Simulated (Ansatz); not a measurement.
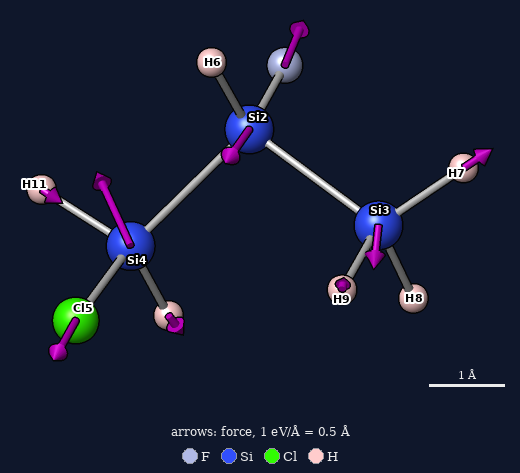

Starting geometry of Si3H6ClF (coarse preliminary run) with the computed forces as purple arrows. The picture is a ball-and-stick view, seen at a tilt.

The start comes from a force field.

These are results of Ansatz 0.2.0, RKS PBE-D4/def2-SVP, not measurements.

Input
```yaml
crystal:
  periodic: [false, false, false]
  atoms:
    - {symbol: F, position_ang: [-2.201100, -0.732700, -0.567300]}
    - {symbol: Si, position_ang: [-1.044200, 0.248900, -0.091500]}
    - {symbol: Si, position_ang: [0.550300, 0.399500, -1.723300]}
    - {symbol: Si, position_ang: [0.114300, -0.653900, 1.707400]}
    - {symbol: Cl, position_ang: [1.473800, 0.597200, 2.433600]}
    - {symbol: H, position_ang: [-1.604100, 1.611900, 0.230100]}
    - {symbol: H, position_ang: [0.054800, 0.946900, -2.973700]}
    - {symbol: H, position_ang: [1.203300, -0.924100, -2.002300]}
    - {symbol: H, position_ang: [1.689000, 1.312600, -1.230400]}
    - {symbol: H, position_ang: [0.736700, -1.931000, 1.381000]}
    - {symbol: H, position_ang: [-0.907500, -0.932100, 2.856800]}
basis:
  gaussian: {orbitals: def2-SVP}
hamiltonian: {xc: pbe, dispersion: d4}
relax: {f_tol: 0.03, max_steps: 200}
```

Launched with:
```bash
ansatz run in.yaml --threads 4 --pin off --events-out ev --progress --plain --max-ram 10444MiB
```

### What follows when this structure is relaxed?

It isn't relaxed: the largest force vector, on Si4, is 2.88 eV/Å. The final displacements have little in common with the starting forces (cosine between the two patterns 0.13). The energy falls by 8.78 kcal/mol in 13 geometry steps. Largest force component: 2.6 eV/Å at the start, 0.011 eV/Å at the end. The forces were under the threshold at step 4, but the run went on from there. The largest moves after the best rigid fit, 0.44 Å, are those of Cl5 and H10. By element the largest moves are Cl 0.44 Å, H 0.44 Å, Si 0.21 Å, F 0.12 Å. Near-neighbour distances that change, for instance: Si4–Cl5 1.985 → 2.100 Å, Si2–Si3 2.286 → 2.357 Å, F1–Si2 1.590 → 1.653 Å, Si4–H11 1.563 → 1.503 Å. Bond angles that change, for instance: Si2–Si4–Cl5 112.3° → 101.5°, Si2–Si4–H11 108.2° → 115.7°, Si3–Si2–Si4 103.3° → 108.6°.
